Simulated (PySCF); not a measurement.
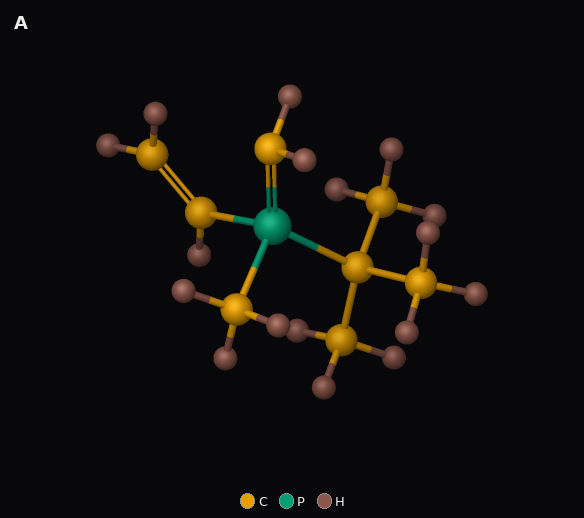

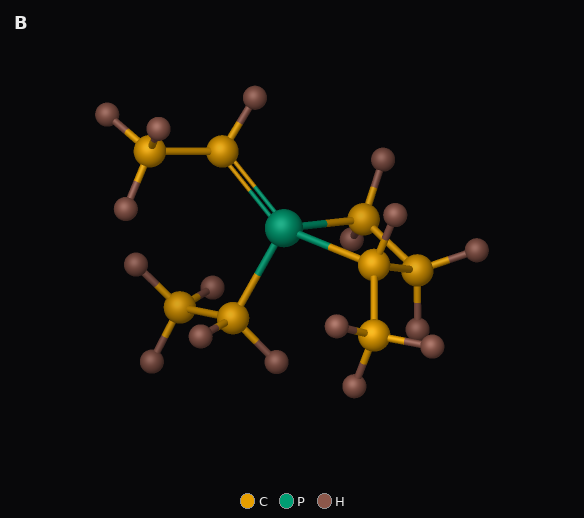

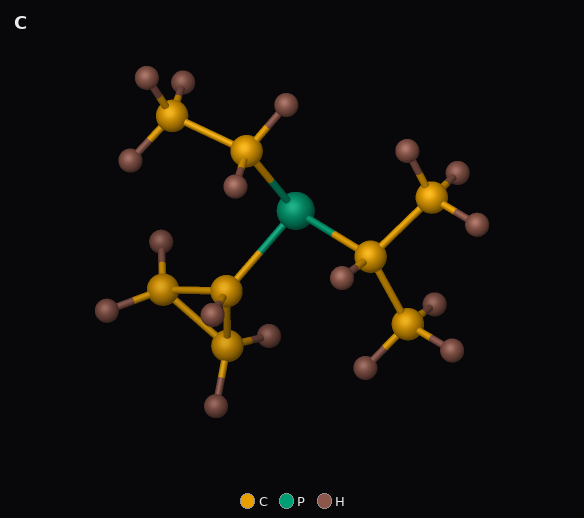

3 stationary structures of one formula. Geometries: GFN2-xTB. Electronic energies: PBE0/pcSseg-1 (PySCF 2.14.0), without zero-point energy. No frequency run is at hand to confirm each as a minimum. Each is one conformer, not always the lowest.

> Which is lowest in energy, and by how much?

C is lowest; B lies 120.3 kJ/mol above it, A lies 140.2 kJ/mol above it. A is `C=C[P@@](=C)(C)C(C)(C)C`, B is `CC=[P@@]1(CC)CC[C@@H]1C`, C is `CCP(C(C)C)C1CC1`.

The geometry is semi-empirical. Around P such bond lengths and angles can be off by a tenth of an ångström or more and by several degrees, and values that hang on the shape move with them.
